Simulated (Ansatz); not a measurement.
# SnS (SMILES [S][Sn]) at 6 levels

Aim: a comparison of 6 runs (HF/STO-3G, PBE/STO-3G, UB3LYP/STO-3G, r2SCAN0/STO-3G, wB97M-V/STO-3G, FCI/STO-3G) of SnS. 

Program for the calculation: Ansatz 0.2.0.

53 further runs of the same task are left out: 19 that didn't finish, 34 set aside as unsound or not needed.

### 1 Starting point

SnS: 2 atoms, total charge 0, spin state singlet. SMILES: `[S][Sn]`. The Sn2–S1 distance was set to 4.418 Å, away from the relaxed value.

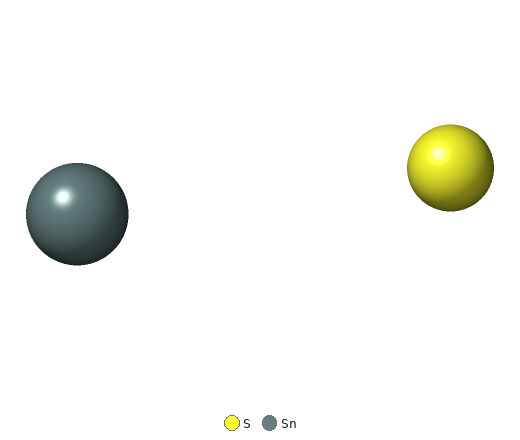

Viewed from a chosen angle; sulfur yellow, tin teal.

### 2 The energy at HF/STO-3G (run 1)

molecule.yaml

```yaml
crystal:
  periodic: [false, false, false]
  atoms:
    - {symbol: S, position_ang: [0.000000, 0.000000, -2.209074]}
    - {symbol: Sn, position_ang: [0.000000, 0.000000, 2.209026]}
basis:
  gaussian: {orbitals: STO-3G}
total_charge: 0
hamiltonian: {xc: hf}
accuracy: high
```

On the command line:

```console
$ ansatz run molecule.yaml --threads 1 --pin off --max-ram 2610MiB --events-out events.jsonl --progress --plain --runs-dir runs
```

The program printed:

```text
Warning: RAYON_NUM_THREADS=1 ignored (pool sized by the plan → 1); use --threads N
Functional definition: HF
  name "HF"
  exchange = exact_x
  correlation = 0
590 factors; integrals over basis functions are off by at most 5.0e-9 eV
mean field evaluation 1: about -172936.1795 eV, gradient 6.9e0 eV
mean field evaluation 2: about -172936.1931 eV, gradient 6.9e0 eV
mean field evaluation 4: about -172826.2752 eV, gradient 2.3e1 eV
mean field evaluation 8: about -172960.1531 eV, gradient 1.6e0 eV
mean field evaluation 16: about -172960.1555 eV, gradient 2.9e-1 eV
mean field evaluation 32: about -172960.1048 eV, gradient 1.5e-1 eV
mean field evaluation 64: about -172960.0558 eV, gradient 2.4e-1 eV
mean field -172960.18888407 eV, -6356.1697048627 hartree, gradient 1.8e-8 eV, S^2 0.000000; 4 other end points of the search recorded, 0 dependent functions left out
reference -172960.18888407 eV, -6356.1697048627 hartree; 33, 33 occupied and 3, 3 virtual orbitals, 590 factors
Total energy: -172960.18888407 eV, -6356.1697048627 hartree
```

Wall time 1.4 s (1 thread of Arm Neoverse V1, shared host); peak memory 0.11 GiB.

### 3 A single-point energy at PBE/STO-3G (run 2)

Changes to molecule.yaml since step 2:

```diff
@@ -7,4 +7,3 @@
   gaussian: {orbitals: STO-3G}
-total_charge: 0
-hamiltonian: {xc: hf}
+hamiltonian: {xc: {name: PBE}}
 accuracy: high
```

On the command line:

```console
$ ansatz run molecule.yaml --threads 1 --pin off --max-ram 2610MiB --events-out events.jsonl --progress --plain --runs-dir runs
```

The program printed:

```text
Warning: RAYON_NUM_THREADS=1 ignored (pool sized by the plan → 1); use --threads N
Functional definition: PBE
  name "PBE"
  parameter kappa = 0.804
  parameter beta = 0.06672455060314922
  exchange = pbe_x(kappa = kappa, mu = beta*pi^2/3)
  correlation = pbe_c(beta = beta)
590 factors; integrals over basis functions are off by at most 5.0e-9 eV
mean field evaluation 1: about -172983.6735 eV, gradient 1.1e1 eV
mean field evaluation 2: about -172872.4256 eV, gradient 3.3e1 eV
mean field evaluation 4: about -172982.5119 eV, gradient 1.1e1 eV
mean field evaluation 8: about -173008.5834 eV, gradient 3.1e0 eV
mean field evaluation 16: about -173010.0468 eV, gradient 9.3e-9 eV
mean field evaluation 32: about -173009.9250 eV, gradient 3.6e0 eV
mean field evaluation 64: about -173009.8654 eV, gradient 6.4e0 eV
mean field evaluation 96: about -173010.0431 eV, gradient 1.7e-1 eV
mean field evaluation 128: about -173009.9095 eV, gradient 3.2e-1 eV
mean field evaluation 160: about -173010.0236 eV, gradient 1.1e-1 eV
mean field -173010.04680241 eV, -6358.0019495669 hartree, gradient 9.2e-9 eV, S^2 0.000000; 10 other end points of the search recorded, 0 dependent functions left out
reference -173010.04680441 eV, -6358.0019496404 hartree; 33, 33 occupied and 3, 3 virtual orbitals, 590 factors
Total energy: -173010.04680441 eV, -6358.0019496404 hartree
```

Run time: 9.9 s. Hardware: 1 thread of Arm Neoverse V1, shared host; peak memory 0.096 GiB.

Runs 3 to 5 aren't shown in full; the table further down has their settings and results.

### 4 A single-point energy at FCI/STO-3G (run 6)

input.yaml

```yaml
crystal:
  periodic: [false, false, false]
  atoms:
    - symbol: S
      position_ang: [0.000000, 0.000000, -2.209074]
    - symbol: Sn
      position_ang: [0.000000, 0.000000, 2.209026]
basis:
  gaussian:
    orbitals: STO-3G
magnetization:
  spin_polarized: false
correlation:
  method: fci
  frozen_orbitals: {S: 5, Sn: 18}
accuracy: high
```

On the command line:

```console
$ ansatz run input.yaml --threads 1 --pin off --max-ram 2610MiB --events-out events.jsonl --progress --plain --runs-dir runs
```

The program printed:

```text
Warning: RAYON_NUM_THREADS=1 ignored (pool sized by the plan → 1); use --threads N
[... 4 set-up lines as earlier in the session ...]
590 factors; integrals over basis functions are off by at most 5.0e-9 eV
mean field evaluation 1: about -172936.1795 eV, gradient 6.9e0 eV
mean field evaluation 2: about -172936.1931 eV, gradient 6.9e0 eV
mean field evaluation 4: about -172826.2752 eV, gradient 2.3e1 eV
mean field evaluation 8: about -172960.1531 eV, gradient 1.6e0 eV
mean field evaluation 16: about -172960.1192 eV, gradient 4.0e-4 eV
mean field evaluation 32: about -172960.0335 eV, gradient 3.4e0 eV
mean field evaluation 64: about -172960.0992 eV, gradient 2.3e-2 eV
mean field evaluation 96: about -172960.0983 eV, gradient 3.5e-2 eV
mean field evaluation 128: about -172960.1887 eV, gradient 1.4e-2 eV
mean field evaluation 160: about -172960.0426 eV, gradient 2.3e-3 eV
mean field evaluation 192: about -172826.2638 eV, gradient 2.4e1 eV
mean field -172960.18888407 eV, -6356.1697048627 hartree, gradient 1.8e-8 eV, S^2 0.000000; 23 other end points of the search recorded, 0 dependent functions left out; unrestricted orbitals would lower it
mean field evaluation 224: about -172963.1799 eV, gradient 3.3e-2 eV
determinant -172960.18888407 eV, -6356.1697048627 hartree, with singles and doubles -172961.87032898 eV, -6356.2314968236 hartree
determinant -172960.11856238 eV, -6356.1671205884 hartree, with singles and doubles -172961.86184774 eV, -6356.2311851436 hartree
determinant -172960.10132108 eV, -6356.1664869821 hartree, with singles and doubles -172961.86440239 eV, -6356.2312790254 hartree
determinant -172960.05598243 eV, -6356.1648208176 hartree, with singles and doubles -172961.84476938 eV, -6356.2305575257 hartree
determinant -172960.04260337 eV, -6356.1643291463 hartree, with singles and doubles -172961.88966557 eV, -6356.2322074301 hartree
determinant -172960.18888407 eV, -6356.1697048627 hartree, with singles and doubles -172961.94480384 eV, -6356.2342337242 hartree
determinant -172960.11856238 eV, -6356.1671205884 hartree, with no singles and doubles
determinant -172960.10132108 eV, -6356.1664869821 hartree, with no singles and doubles
determinant -172960.05598243 eV, -6356.1648208176 hartree, with no singles and doubles
determinant -172960.04260337 eV, -6356.1643291463 hartree, with singles and doubles -172961.88652502 eV, -6356.2320920172 hartree
unrestricted determinant -172963.19370906 eV, -6356.2801301445 hartree, S^2 1.9961
23 core orbitals not correlated: weight in the atoms' cores, before any rotation towards them, 1.000 or more for the frozen orbitals, at most 0.000 for the correlated occupied ones
reference -172960.18888407 eV, -6356.1697048627 hartree; 10, 10 occupied and 3, 3 virtual orbitals, 590 factors
state -172965.12921196 eV, -6356.3512585643 hartree
Total energy: -172965.12921196 eV, -6356.3512585643 hartree
```

It took 8.7 s on 1 thread of Arm Neoverse V1, shared host; peak memory 0.12 GiB.

### 5 The series

| run | level | frozen core orbitals | energy (Eh) | wall time |
| --- | --- | --- | --- | --- |
| 1 | HF/STO-3G | – | -6356.169705 | 1.4 s |
| 2 | PBE/STO-3G | – | -6358.001950 | 9.9 s |
| 3 | UB3LYP/STO-3G | – | -6358.853387 | 30 s |
| 4 | r2SCAN0/STO-3G | – | -6359.015815 | 18 s |
| 5 | wB97M-V/STO-3G | – | -6358.897244 | 22 s |
| 6 | FCI/STO-3G | 23 | -6356.351259 | 8.7 s |

### 6 Results

```
                                           quantity           value
                                run 6: total energy  -6356.35126 Eh
run 6: correlation energy (23 core orbitals frozen)      -181.6 mEh
```

**Reading.** Against full CI in this basis: HF +181.6 mEh. Totals of different functionals can't be ranked against each other. In runs 1, 2, 3, 4, 5, 6 the basis is minimal, so the values are rough. In runs 1, 2, 4, 5 a closed-shell determinant meets a far-stretched bond, which it describes badly. In runs 1, 2, 3, 4, 5, 6 relativity is left out where basis or elements ask for it. Spin contamination of the reference: run 3 ⟨S²⟩ = 1.95. Where it is this large, the reference is a mixture of spin states, and values that rest on it are in doubt. All runs together took 90 s, the longest 30 s.
